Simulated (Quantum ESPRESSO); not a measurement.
# Cl on fcc sites of Rh(111), stepped through the coverage, part 7 of 10

Wanted: a table for Cl on fcc sites of Rh(111) against the coverage, and what can be fitted to it.

Quantum ESPRESSO 7.5; plane-wave DFT, PBE, GBRV ultrasoft pseudopotentials.

So far. Step 7 (Relaxing the ions, 0.1111 ML): The relaxation lowers the energy by 7 meV an atom. On the free atoms the largest force ends at 0.044 eV/Å. Step 8 (SCF with pw.x, 0.1111 ML): Inside the slab this potential holds the local part of the pseudopotentials, which can be repulsive at the nuclei; only its value in the vacuum has a meaning of its own.

### Step 9. Relaxation with pw.x, 0.75 ML

System of this step: Rh(111), 3 layers, 4 sites a cell, 3 Cl on fcc sites. The cell holds 15 atoms: 12 Rh and 3 Cl. Its edges and angles: a = 5.419 Å, b = 5.419 Å, c = 20.442 Å, α = 90.0°, β = 90.0°, γ = 60.0°. It derives from Rh. Vacuum lies along c.

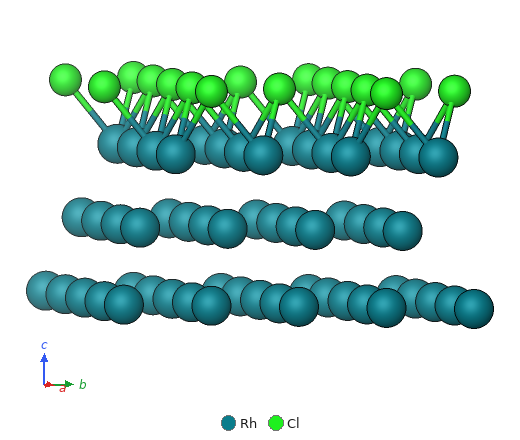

The cell of this step (rhodium blue, chlorine green). 2×2×1 cells are drawn. Some periodic images of atoms are drawn too.

File m7.relax.in:

```
&control
  prefix = 'm7.relax'
  outdir = './out'
  pseudo_dir = './pseudo'
  nstep = 70
  forc_conv_thr = 0.0015
  calculation = 'relax'
/
&system
  ibrav = 0
  nat = 15
  ntyp = 2
  ecutwfc = 40
  ecutrho = 200
  occupations = 'smearing'
  smearing = 'mv'
  degauss = 0.02
/
&electrons
  conv_thr = 1e-07
  mixing_beta = 0.3
  electron_maxstep = 120
  mixing_mode = 'local-TF'
/
&ions
/
ATOMIC_SPECIES
  Rh  102.9055  rh_pbe_v1.4.uspp.F.UPF
  Cl  35.4500  cl_pbe_v1.4.uspp.F.UPF
CELL_PARAMETERS angstrom
  5.41933042357437 0.00000000000000 0.00000000000000
  2.70966521178718 4.69327781831728 0.00000000000000
  0.00000000000000 0.00000000000000 20.44213881894749
ATOMIC_POSITIONS crystal
  Rh  0.000000000000 0.500000000000 0.345317623737 0 0 0
  Rh  0.500000000000 0.000000000000 0.345317623737 0 0 0
  Rh  0.500000000000 0.500000000000 0.345317623737 0 0 0
  Rh  0.000000000000 0.000000000000 0.345317623737 0 0 0
  Rh  0.166666666700 0.666666666700 0.453546630519 0 0 0
  Rh  0.666666666700 0.166666666700 0.453546630519 0 0 0
  Rh  0.666666666700 0.666666666700 0.453546630519 0 0 0
  Rh  0.166666666700 0.166666666700 0.453546630519 0 0 0
  Rh  0.833333333300 0.333333333300 0.561775637301
  Rh  0.333333333300 0.833333333300 0.561775637301
  Rh  0.333333333300 0.333333333300 0.561775637301
  Rh  0.833333333300 0.833333333300 0.561775637301
  Cl  0.000000000000 0.500000000000 0.654682376263
  Cl  0.500000000000 0.000000000000 0.654682376263
  Cl  0.500000000000 0.500000000000 0.654682376263
K_POINTS automatic
  5 5 1 0 0 0
```

Started as:

```
$ OMP_NUM_THREADS=1 mpirun -n 16 pw.x -nk 2 -in m7.relax.in > m7.relax.out
```

The program printed:

```text
[banner, memory and clock lines left out]
Program PWSCF v.7.5 starts
[...]
Message from routine setup:
[...]
number of electrons       =       201.00
     number of Kohn-Sham states=          121
     kinetic-energy cutoff     =      40.0000  Ry
     charge density cutoff     =     200.0000  Ry
[...]
number of k points=     5  Marzari-Vanderbilt smearing, width (Ry)=  0.0200
[...]
Dense  grid:   167261 G-vectors     FFT dimensions: (  48,  48, 180)
[...]
negative rho (up, down):  7.532E-01 0.000E+00
     Starting wfcs are  156 randomized atomic wfcs
[...]
negative rho (up, down):  7.715E-01 0.000E+00
[...]
estimated scf accuracy    <     232.97021377 Ry
[...]
negative rho (up, down):  8.201E-01 0.000E+00
[...]
estimated scf accuracy    <      79.73224129 Ry
[...]
negative rho (up, down):  8.240E-01 0.000E+00
[...]
estimated scf accuracy    <      15.50546586 Ry
[...]
negative rho (up, down):  8.588E-01 0.000E+00
[...]
estimated scf accuracy    <      15.66854270 Ry
[...]
negative rho (up, down):  8.632E-01 0.000E+00
[...]
estimated scf accuracy    <       0.33855680 Ry
[...]
negative rho (up, down):  8.592E-01 0.000E+00
[...]
estimated scf accuracy    <       0.53155101 Ry
[...]
negative rho (up, down):  8.368E-01 0.000E+00
[...]
estimated scf accuracy    <       0.56447577 Ry
[...]
negative rho (up, down):  8.203E-01 0.000E+00
[...]
estimated scf accuracy    <       1.97502863 Ry
[...]
negative rho (up, down):  8.003E-01 0.000E+00
[...]
estimated scf accuracy    <       0.03454335 Ry
[...]
negative rho (up, down):  7.767E-01 0.000E+00
[...]
estimated scf accuracy    <       0.05858381 Ry
[...]
negative rho (up, down):  7.623E-01 0.000E+00
[...]
estimated scf accuracy    <       0.05675134 Ry
[...]
negative rho (up, down):  7.641E-01 0.000E+00
[...]
estimated scf accuracy    <       0.03223025 Ry
[...]
negative rho (up, down):  7.667E-01 0.000E+00
[...]
estimated scf accuracy    <       0.00294934 Ry
[...]
negative rho (up, down):  7.786E-01 0.000E+00
[...]
estimated scf accuracy    <       0.00205939 Ry
[...]
negative rho (up, down):  7.774E-01 0.000E+00
[...]
estimated scf accuracy    <       0.00142083 Ry
[...]
negative rho (up, down):  7.744E-01 0.000E+00
[...]
estimated scf accuracy    <       0.00062750 Ry
[...]
negative rho (up, down):  7.746E-01 0.000E+00
[...]
estimated scf accuracy    <       0.00018481 Ry
[...]
negative rho (up, down):  7.712E-01 0.000E+00
[...]
estimated scf accuracy    <       0.00011061 Ry
[...]
negative rho (up, down):  7.702E-01 0.000E+00
[...]
estimated scf accuracy    <       0.00003151 Ry
[...]
negative rho (up, down):  7.692E-01 0.000E+00
[...]
estimated scf accuracy    <       0.00001409 Ry
[...]
negative rho (up, down):  7.689E-01 0.000E+00
[...]
estimated scf accuracy    <       0.00000509 Ry
[...]
negative rho (up, down):  7.680E-01 0.000E+00
[...]
estimated scf accuracy    <       0.00000215 Ry
[...]
negative rho (up, down):  7.680E-01 0.000E+00
[...]
estimated scf accuracy    <       0.00000023 Ry
[...]
negative rho (up, down):  7.679E-01 0.000E+00
[...]
the Fermi energy is     4.6627 ev
!    total energy              =   -2153.87845615 Ry
     estimated scf accuracy    <       0.00000009 Ry
     smearing contrib. (-TS)   =      -0.00885993 Ry
     internal energy E=F+TS    =   -2153.86959621 Ry
[...]
one-electron contribution =  -14855.58882716 Ry
     hartree contribution      =    7491.25972514 Ry
     xc contribution           =    -387.48618771 Ry
     ewald contribution        =    5597.94569351 Ry
     convergence has been achieved in  24 iterations
     negative rho (up, down):  7.679E-01 0.000E+00
[...]
Total force =     0.089950     Total SCF correction =     0.001734
[...]
negative rho (up, down):  7.681E-01 0.000E+00
[...]
negative rho (up, down):  7.679E-01 0.000E+00
[...]
estimated scf accuracy    <       0.09247452 Ry
[...]
negative rho (up, down):  7.680E-01 0.000E+00
[...]
estimated scf accuracy    <       0.01609466 Ry
[...]
negative rho (up, down):  7.680E-01 0.000E+00
[...]
estimated scf accuracy    <       0.00356222 Ry
[...]
negative rho (up, down):  7.681E-01 0.000E+00
[...]
estimated scf accuracy    <       0.00106519 Ry
[...]
negative rho (up, down):  7.682E-01 0.000E+00
[...]
estimated scf accuracy    <       0.00004766 Ry
[...]
negative rho (up, down):  7.682E-01 0.000E+00
[...]
estimated scf accuracy    <       0.00000752 Ry
[...]
negative rho (up, down):  7.681E-01 0.000E+00
[...]
estimated scf accuracy    <       0.00000552 Ry
[...]
negative rho (up, down):  7.681E-01 0.000E+00
[...]
estimated scf accuracy    <       0.00000135 Ry
[...]
negative rho (up, down):  7.682E-01 0.000E+00
[...]
estimated scf accuracy    <       0.00000056 Ry
[...]
negative rho (up, down):  7.682E-01 0.000E+00
[...]
estimated scf accuracy    <       0.00000024 Ry
[...]
negative rho (up, down):  7.682E-01 0.000E+00
[...]
estimated scf accuracy    <       0.00000014 Ry
[...]
negative rho (up, down):  7.683E-01 0.000E+00
[...]
the Fermi energy is     4.6333 ev
!    total energy              =   -2153.88495816 Ry
     estimated scf accuracy    <       0.00000006 Ry
     smearing contrib. (-TS)   =      -0.00807705 Ry
     internal energy E=F+TS    =   -2153.87688111 Ry
[...]
one-electron contribution =  -14874.29710871 Ry
     hartree contribution      =    7500.49585037 Ry
     xc contribution           =    -387.46193211 Ry
     ewald contribution        =    5607.38630933 Ry
     convergence has been achieved in  12 iterations
     negative rho (up, down):  7.683E-01 0.000E+00
[...]
Total force =     0.055514     Total SCF correction =     0.000792
[...]
negative rho (up, down):  7.663E-01 0.000E+00
[...]
negative rho (up, down):  7.662E-01 0.000E+00
[...]
estimated scf accuracy    <       0.12425313 Ry
[...]
negative rho (up, down):  7.663E-01 0.000E+00
[...]
estimated scf accuracy    <       0.01629806 Ry
[...]
negative rho (up, down):  7.664E-01 0.000E+00
[...]
estimated scf accuracy    <       0.00481027 Ry
[...]
negative rho (up, down):  7.666E-01 0.000E+00
[...]
estimated scf accuracy    <       0.00131004 Ry
[...]
negative rho (up, down):  7.667E-01 0.000E+00
[...]
estimated scf accuracy    <       0.00000783 Ry
[...]
negative rho (up, down):  7.655E-01 0.000E+00
[...]
estimated scf accuracy    <       0.00000245 Ry
[...]
negative rho (up, down):  7.655E-01 0.000E+00
[...]
estimated scf accuracy    <       0.00000091 Ry
[...]
negative rho (up, down):  7.655E-01 0.000E+00
[...]
estimated scf accuracy    <       0.00000035 Ry
[...]
negative rho (up, down):  7.656E-01 0.000E+00
[...]
estimated scf accuracy    <       0.00000020 Ry
[...]
negative rho (up, down):  7.656E-01 0.000E+00
[...]
estimated scf accuracy    <       0.00000008 Ry
[...]
negative rho (up, down):  7.656E-01 0.000E+00
[...]
estimated scf accuracy    <       0.00000002 Ry
[...]
negative rho (up, down):  7.657E-01 0.000E+00
[...]
estimated scf accuracy    <       0.00000002 Ry
[...]
negative rho (up, down):  7.657E-01 0.000E+00
[...]
the Fermi energy is     4.5830 ev
!    total energy              =   -2153.88963520 Ry
     estimated scf accuracy    <          3.9E-09 Ry
     smearing contrib. (-TS)   =      -0.00654134 Ry
     internal energy E=F+TS    =   -2153.88309386 Ry
[...]
one-electron contribution =  -14921.32452006 Ry
     hartree contribution      =    7523.76230431 Ry
     xc contribution           =    -387.43697515 Ry
     ewald contribution        =    5631.11609704 Ry
     convergence has been achieved in  15 iterations
     negative rho (up, down):  7.657E-01 0.000E+00
[...]
Total force =     0.010506     Total SCF correction =     0.000231
[...]
negative rho (up, down):  7.658E-01 0.000E+00
[...]
negative rho (up, down):  7.657E-01 0.000E+00
[...]
estimated scf accuracy    <       0.00714153 Ry
[...]
negative rho (up, down):  7.657E-01 0.000E+00
[...]
estimated scf accuracy    <       0.00085445 Ry
[...]
negative rho (up, down):  7.657E-01 0.000E+00
[...]
estimated scf accuracy    <       0.00032834 Ry
[...]
negative rho (up, down):  7.658E-01 0.000E+00
[...]
estimated scf accuracy    <       0.00008268 Ry
[...]
negative rho (up, down):  7.658E-01 0.000E+00
[...]
estimated scf accuracy    <       0.00000656 Ry
[...]
negative rho (up, down):  7.658E-01 0.000E+00
[...]
estimated scf accuracy    <       0.00000073 Ry
[...]
negative rho (up, down):  7.658E-01 0.000E+00
[...]
estimated scf accuracy    <       0.00000044 Ry
[...]
negative rho (up, down):  7.658E-01 0.000E+00
[...]
estimated scf accuracy    <       0.00000018 Ry
[...]
negative rho (up, down):  7.658E-01 0.000E+00
[...]
estimated scf accuracy    <       0.00000006 Ry
[...]
negative rho (up, down):  7.658E-01 0.000E+00
[...]
estimated scf accuracy    <       0.00000002 Ry
[...]
negative rho (up, down):  7.658E-01 0.000E+00
[...]
estimated scf accuracy    <       0.00000001 Ry
[...]
negative rho (up, down):  7.658E-01 0.000E+00
[...]
estimated scf accuracy    <          6.8E-09 Ry
[...]
negative rho (up, down):  7.658E-01 0.000E+00
[...]
the Fermi energy is     4.5796 ev
!    total energy              =   -2153.88974271 Ry
     estimated scf accuracy    <          1.7E-09 Ry
     smearing contrib. (-TS)   =      -0.00649644 Ry
     internal energy E=F+TS    =   -2153.88324627 Ry
[...]
one-electron contribution =  -14927.92296710 Ry
     hartree contribution      =    7527.04199905 Ry
     xc contribution           =    -387.43751576 Ry
     ewald contribution        =    5634.43523754 Ry
     convergence has been achieved in  13 iterations
     negative rho (up, down):  7.658E-01 0.000E+00
[...]
Total force =     0.007476     Total SCF correction =     0.000235
[...]
negative rho (up, down):  7.662E-01 0.000E+00
[...]
negative rho (up, down):  7.662E-01 0.000E+00
[...]
estimated scf accuracy    <       0.00939842 Ry
[...]
negative rho (up, down):  7.662E-01 0.000E+00
[...]
estimated scf accuracy    <       0.00112374 Ry
[...]
negative rho (up, down):  7.663E-01 0.000E+00
[...]
estimated scf accuracy    <       0.00042601 Ry
[...]
negative rho (up, down):  7.663E-01 0.000E+00
[...]
estimated scf accuracy    <       0.00011536 Ry
[...]
negative rho (up, down):  7.664E-01 0.000E+00
[...]
estimated scf accuracy    <       0.00000993 Ry
[...]
negative rho (up, down):  7.664E-01 0.000E+00
[...]
estimated scf accuracy    <       0.00000124 Ry
[...]
negative rho (up, down):  7.663E-01 0.000E+00
[...]
estimated scf accuracy    <       0.00000083 Ry
[...]
negative rho (up, down):  7.663E-01 0.000E+00
[...]
estimated scf accuracy    <       0.00000030 Ry
[...]
negative rho (up, down):  7.663E-01 0.000E+00
[...]
estimated scf accuracy    <       0.00000009 Ry
[...]
negative rho (up, down):  7.664E-01 0.000E+00
[...]
estimated scf accuracy    <       0.00000004 Ry
[...]
negative rho (up, down):  7.664E-01 0.000E+00
[...]
estimated scf accuracy    <       0.00000002 Ry
[...]
negative rho (up, down):  7.664E-01 0.000E+00
[...]
estimated scf accuracy    <          9.3E-09 Ry
[...]
negative rho (up, down):  7.664E-01 0.000E+00
[...]
estimated scf accuracy    <          2.4E-09 Ry
[...]
negative rho (up, down):  7.664E-01 0.000E+00
[...]
estimated scf accuracy    <          1.3E-09 Ry
[...]
negative rho (up, down):  7.664E-01 0.000E+00
[...]
the Fermi energy is     4.5777 ev
!    total energy              =   -2153.88982654 Ry
     estimated scf accuracy    <          2.4E-10 Ry
     smearing contrib. (-TS)   =      -0.00653809 Ry
     internal energy E=F+TS    =   -2153.88328845 Ry
[...]
one-electron contribution =  -14937.07917857 Ry
     hartree contribution      =    7531.60245019 Ry
     xc contribution           =    -387.44085185 Ry
     ewald contribution        =    5639.03429178 Ry
     convergence has been achieved in  15 iterations
     negative rho (up, down):  7.664E-01 0.000E+00
[...]
Total force =     0.003098     Total SCF correction =     0.000055
[...]
negative rho (up, down):  7.670E-01 0.000E+00
[...]
negative rho (up, down):  7.670E-01 0.000E+00
[...]
estimated scf accuracy    <       0.00019821 Ry
[...]
negative rho (up, down):  7.670E-01 0.000E+00
[...]
estimated scf accuracy    <       0.00002189 Ry
[...]
negative rho (up, down):  7.670E-01 0.000E+00
[...]
estimated scf accuracy    <       0.00001202 Ry
[...]
negative rho (up, down):  7.670E-01 0.000E+00
[...]
estimated scf accuracy    <       0.00000255 Ry
[...]
negative rho (up, down):  7.670E-01 0.000E+00
[...]
estimated scf accuracy    <       0.00000029 Ry
[...]
negative rho (up, down):  7.670E-01 0.000E+00
[...]
estimated scf accuracy    <       0.00000006 Ry
[...]
negative rho (up, down):  7.670E-01 0.000E+00
[...]
estimated scf accuracy    <       0.00000004 Ry
[...]
negative rho (up, down):  7.670E-01 0.000E+00
[...]
estimated scf accuracy    <          8.5E-09 Ry
[...]
negative rho (up, down):  7.670E-01 0.000E+00
[...]
estimated scf accuracy    <          3.0E-09 Ry
[...]
negative rho (up, down):  7.670E-01 0.000E+00
[...]
estimated scf accuracy    <          1.6E-09 Ry
[...]
negative rho (up, down):  7.670E-01 0.000E+00
[...]
the Fermi energy is     4.5784 ev
!    total energy              =   -2153.88983834 Ry
     estimated scf accuracy    <          6.9E-10 Ry
     smearing contrib. (-TS)   =      -0.00657970 Ry
     internal energy E=F+TS    =   -2153.88325863 Ry
[...]
one-electron contribution =  -14939.33321102 Ry
     hartree contribution      =    7532.73147169 Ry
     xc contribution           =    -387.44303832 Ry
     ewald contribution        =    5640.16151901 Ry
     convergence has been achieved in  11 iterations
     negative rho (up, down):  7.670E-01 0.000E+00
[...]
Total force =     0.002621     Total SCF correction =     0.000063
[...]
```

Elapsed: 4.2 min, on 16 MPI ranks of Arm Neoverse V2, shared host; peak memory 2.5 GiB; 67 min of CPU time.

The steps of the relaxation:

```csv
step,energy less that of the first step (eV),largest force (eV/Å)
1,0.0000,1.1290
2,-0.0885,0.7985
3,-0.1362,0.4545
4,-0.1521,0.1416
5,-0.1536,0.1037
6,-0.1547,0.0397
7,-0.1549,0.0336
```

The atoms that moved most (Å):

```csv
atom,dx,dy,dz,length
Rh11,0.000,0.000,-0.086,0.086
Rh9,0.000,-0.027,-0.052,0.058
Rh10,-0.023,0.013,-0.052,0.058
Rh12,0.023,0.013,-0.052,0.058
Cl13,0.005,-0.003,0.031,0.032
Cl14,0.000,0.006,0.031,0.032
Cl15,-0.005,-0.003,0.031,0.032
```

The relaxation lowers the energy by 10 meV an atom. On the free atoms the largest force ends at 0.034 eV/Å.

Read from the output:

```
free energy  : -29305.1642 eV
Fermi energy : 4.578 eV
```

(Continued in part 8 of 10.)

[Logs are printed without paths, hosts, clocks, repeated set-up lines and the standing remarks that a program may print on its own settings, such as how far it seeks lower states.]

[Hosts, paths, dates, database ids (printed as entryN), source tags and the programs' standing remarks are cut or masked in the printed files.]

[Maps of the electrostatic potential energy from Ansatz leave out the sawtooth potential of an applied field or a dipole correction, so their vacuum need not be flat; planar profiles and work functions include it.]
